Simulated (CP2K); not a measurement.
# SOF2 (thionyl fluoride) at HF/STO-3G

Aim: the vertical ionisation energy of SOF2 (thionyl fluoride) at HF/STO-3G, from 2 runs. 

The results are computed with CP2K 2026.2.

2 further runs of the same task are left out: 1 that didn't finish, 1 set aside as unsound or not needed.

## 1. Starting point

SOF2: 4 atoms, total charge 0, spin state singlet. As SMILES, `O=S(F)F`. Geometry: relaxed at PBE0-D4/def2-TZVP.

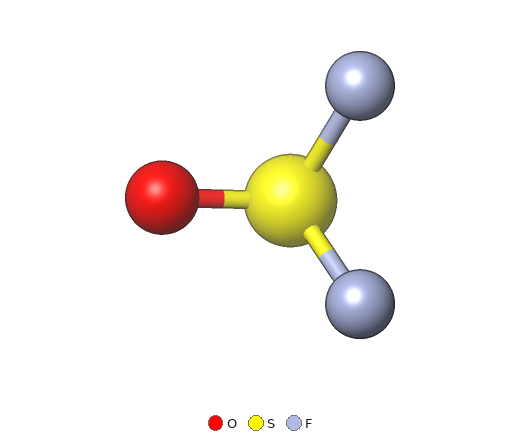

Viewed from a chosen angle; oxygen red, sulfur yellow, fluorine light blue.

## 2. The energy at HF/STO-3G

molecule.xyz reads:

```xyz
4

O      0.932400     0.066600    -1.017800
S     -0.151300    -0.426200    -0.245700
F     -1.124400     0.804200     0.000400
F      0.343300    -0.444600     1.263100
```

gas.inp reads:

```
&GLOBAL
    PROJECT_NAME gas
    RUN_TYPE ENERGY
    PRINT_LEVEL MEDIUM
&END GLOBAL
&FORCE_EVAL
    METHOD QS
    &DFT
        BASIS_SET_FILE_NAME ./sto_3g.basis
        POTENTIAL_FILE_NAME POTENTIAL
        &QS
            METHOD GAPW
            EPS_DEFAULT 1.0E-10
        &END QS
        # plane-wave cutoff in Ry
        &MGRID
            CUTOFF 280
            REL_CUTOFF 50
            NGRIDS 4
        &END MGRID
        # isolated system
        &POISSON
            PERIODIC NONE
            POISSON_SOLVER MULTIPOLE
        &END POISSON
        &SCF
            SCF_GUESS ATOMIC
            EPS_SCF 1.0E-06
            MAX_SCF 40
            &OT
                MINIMIZER DIIS
                PRECONDITIONER FULL_ALL
            &END OT
            &OUTER_SCF
                EPS_SCF 1.0E-06
                MAX_SCF 8
            &END OUTER_SCF
        &END SCF
        &XC
            &XC_FUNCTIONAL NONE
            &END XC_FUNCTIONAL
            &HF
                FRACTION 1
                &SCREENING
                    EPS_SCHWARZ 1.0E-10
                &END SCREENING
                &MEMORY
                    MAX_MEMORY 1050
                &END MEMORY
            &END HF
        &END XC
        # extra output
        &PRINT
            &MOMENTS
                PERIODIC F
                REFERENCE COM
                MAX_MOMENT 1
            &END MOMENTS
            &MO_CUBES
                NLUMO 5
                NHOMO -1
                WRITE_CUBE F
            &END MO_CUBES
            &LOWDIN ON
            &END LOWDIN
            &HIRSHFELD OFF
            &END HIRSHFELD
        &END PRINT
    &END DFT
    &SUBSYS
        # box in angstrom
        &CELL
            ABC 9.1 8.2 9.3
            PERIODIC NONE
        &END CELL
        &TOPOLOGY
            COORD_FILE_NAME molecule.xyz
            COORD_FILE_FORMAT XYZ
            &CENTER_COORDINATES
            &END CENTER_COORDINATES
        &END TOPOLOGY
        &KIND O
            BASIS_SET STO-3G
            POTENTIAL ALL
            LEBEDEV_GRID 194
            RADIAL_GRID 100
        &END KIND
        &KIND S
            BASIS_SET STO-3G
            POTENTIAL ALL
            LEBEDEV_GRID 194
            RADIAL_GRID 100
        &END KIND
        &KIND F
            BASIS_SET STO-3G
            POTENTIAL ALL
            LEBEDEV_GRID 194
            RADIAL_GRID 100
        &END KIND
    &END SUBSYS
&END FORCE_EVAL
```

Command:

```
$ OMP_NUM_THREADS=1 cp2k.psmp -i gas.inp > gas.out 2>&1
```

Output:

```text
CP2K| version string:                                       CP2K version 2026.2
[...]
 GLOBAL| Method name                                                        CP2K
[...]
 GLOBAL| Run type                                                         ENERGY
[...]
 DFT| Spin restricted Kohn-Sham (RKS) calculation                            RKS
 DFT| Multiplicity                                                             1
[...]
 DFT| Charge                                                                   0
[...]
 QS| Method:                                                                GAPW
[...]
 QS| Density cutoff [a.u.]:                                                140.0
[...]
 QS| Relative density cutoff [a.u.]:                                        25.0
[...]
                             - Atoms:                                          4
[...]
                             - Spherical basis functions:                     24
[...]
 Number of electrons:                                                         42
[...]
     1 OT DIIS     0.15E+00    0.5     1.06649216      -616.1134530842 -6.16E+02
[...]
     8 OT DIIS     0.15E+00    0.2     0.00000068      -662.8407594209 -9.14E-11
  *** SCF run converged in     8 steps ***
[...]
  Overlap energy of the core charge distribution:               0.00000183903925
  Self energy of the core charge distribution:               -453.98039172630496
  Core Hamiltonian energy:                                   -234.53543110388711
  Hartree energy:                                              65.89242567595117
  Exchange-correlation energy:                                  0.00000000000000
  Hartree-Fock Exchange energy:                               -54.15962390341086
[...]
                     Mulliken Population Analysis
 #  Atom  Element  Kind  Atomic population                           Net charge
       1     O        1          8.556092                             -0.556092
       2     S        2         14.956293                              1.043707
       3     F        3          9.243672                             -0.243672
       4     F        3          9.243943                             -0.243943
 # Total charge                             42.000000                  0.000000
[...]
  Dipole moment [Debye]
    X= -0.1750584E+01 Y= -0.1496796E+01 Z=  0.5492901E+00  Total=      2.3678393
[...]
 HOMO - LUMO gap [eV] :   16.814342
 ENERGY| Total FORCE_EVAL ( QS ) energy [hartree]           -662.840759420872246
[...]
```

It took 12 s on 1 thread of Intel Xeon 6975P-C (Granite Rapids), shared host; peak memory 0.46 GiB.

## 3. The doublet cation, same level

mol.inp reads:

```
&GLOBAL
   PROJECT mol
   RUN_TYPE ENERGY
   PRINT_LEVEL MEDIUM
&END

&FORCE_EVAL
   METHOD Quickstep
   &DFT
      BASIS_SET_FILE_NAME ./sto_3g.basis
      POTENTIAL_FILE_NAME POTENTIAL
      CHARGE 1
      MULTIPLICITY 2
      LSD T
      &QS
         METHOD GAPW
         EPS_DEFAULT 1.0E-10
      &END
      ! real-space grids
      &MGRID
         CUTOFF 280
         REL_CUTOFF 50
         NGRIDS 4
      &END
      &POISSON
         PERIODIC NONE
         POISSON_SOLVER MULTIPOLE
      &END
      &SCF
         SCF_GUESS ATOMIC
         EPS_SCF 1.0E-06
         MAX_SCF 50
         &OT
            MINIMIZER DIIS
            PRECONDITIONER FULL_ALL
         &END
         &OUTER_SCF
            EPS_SCF 1.0E-06
            MAX_SCF 10
         &END
      &END
      &XC
         &XC_FUNCTIONAL NONE
         &END
         &HF
            FRACTION 1
            &SCREENING
               EPS_SCHWARZ 1.0E-10
            &END
            &MEMORY
               MAX_MEMORY 1050
            &END
         &END
      &END
      &PRINT
         &MOMENTS
            PERIODIC F
            REFERENCE COM
            MAX_MOMENT 1
         &END
         &MO_CUBES
            NLUMO 5
            NHOMO -1
            WRITE_CUBE F
         &END
         &LOWDIN ON
         &END
         &HIRSHFELD OFF
         &END
         &MO_MOLDEN ON
            NDIGITS 8
            NLUMO 5
         &END
      &END
   &END
   ! structure
   &SUBSYS
      ! box in angstrom
      &CELL
         ABC 9.1 8.2 9.3
         PERIODIC NONE
      &END
      &COORD
         O      5.578400     3.986800     3.509550
         S      4.494700     3.494000     4.281650
         F      3.521600     4.724400     4.527750
         F      4.989300     3.475600     5.790450
      &END
      &KIND O
         BASIS_SET STO-3G
         POTENTIAL ALL
         LEBEDEV_GRID 194
         RADIAL_GRID 100
      &END
      &KIND S
         BASIS_SET STO-3G
         POTENTIAL ALL
         LEBEDEV_GRID 194
         RADIAL_GRID 100
      &END
      &KIND F
         BASIS_SET STO-3G
         POTENTIAL ALL
         LEBEDEV_GRID 194
         RADIAL_GRID 100
      &END
   &END
&END
```

Command:

```
$ OMP_NUM_THREADS=1 cp2k.psmp -i mol.inp -o mol.out
```

Output:

```text
CP2K| version string:                                       CP2K version 2026.2
[...]
 GLOBAL| Method name                                                        CP2K
[...]
 GLOBAL| Run type                                                         ENERGY
[...]
 DFT| Spin unrestricted (spin-polarized) Kohn-Sham calculation               UKS
 DFT| Multiplicity                                                             2
[...]
 DFT| Charge                                                                   1
[...]
 QS| Method:                                                                GAPW
[...]
 QS| Density cutoff [a.u.]:                                                140.0
[...]
 QS| Relative density cutoff [a.u.]:                                        25.0
[...]
                             - Atoms:                                          4
[...]
                             - Spherical basis functions:                     24
[...]
 Number of electrons:                                                         21
[...]
     1 OT DIIS     0.15E+00    0.7     0.55011644      -613.0058491886 -6.13E+02
[...]
    33 OT DIIS     0.15E+00    0.3     0.00000084      -662.6328784451 -1.02E-09
  *** SCF run converged in    33 steps ***
[...]
  Overlap energy of the core charge distribution:               0.00000183903925
  Self energy of the core charge distribution:               -453.98039172630496
  Core Hamiltonian energy:                                   -236.85536837160501
  Hartree energy:                                              67.87345262356270
  Exchange-correlation energy:                                  0.00000000000000
  Hartree-Fock Exchange energy:                               -53.47064430095404
[...]
                     Mulliken Population Analysis
 #  Atom  Element  Kind  Atomic population (alpha,beta) Net charge  Spin moment
       1     O        1         4.545117     3.582207    -0.127324     0.962910
       2     S        2         7.284106     7.478803     1.237091    -0.194697
       3     F        3         4.585020     4.469779    -0.054799     0.115241
       4     F        3         4.585757     4.469211    -0.054969     0.116546
 # Total charge and spin       21.000000    20.000000     1.000000     1.000000
[...]
  Dipole moment [Debye]
    X= -0.2775820E+00 Y= -0.1098786E+01 Z= -0.7717331E+00  Total=      1.3711140
[...]
 HOMO - LUMO gap [eV] :   16.744375
 ENERGY| Total FORCE_EVAL ( QS ) energy [hartree]           -662.632878445058282
[...]
```

Run time: 29 s. Hardware: 1 thread of Intel Xeon 6975P-C (Granite Rapids), shared host; peak memory 0.47 GiB.

## 4. Results

Level: HF/STO-3G.

```
                                          quantity          value
                        singlet SOF2: total energy  -662.84076 Eh
                       singlet SOF2: dipole moment         2.37 D
                         singlet SOF2: HOMO energy       -7.80 eV
                         singlet SOF2: LUMO energy        9.01 eV
                       singlet SOF2: HOMO–LUMO gap       16.81 eV
                      doublet cation: total energy  -662.63288 Eh
doublet cation: HOMO energy (highest over α and β)      -20.12 eV
 doublet cation: LUMO energy (lowest over α and β)       -3.75 eV
                              doublet cation: ⟨S²⟩          0.776
vertical ionisation energy (to the doublet cation)       5.657 eV
```

Removing an electron at fixed nuclei costs 5.66 eV (130 kcal/mol). −ε(HOMO) before ionisation, 7.80 eV, is 2.15 eV above this ionisation energy. In a minimal basis such a difference can be off by several eV, whatever the method.
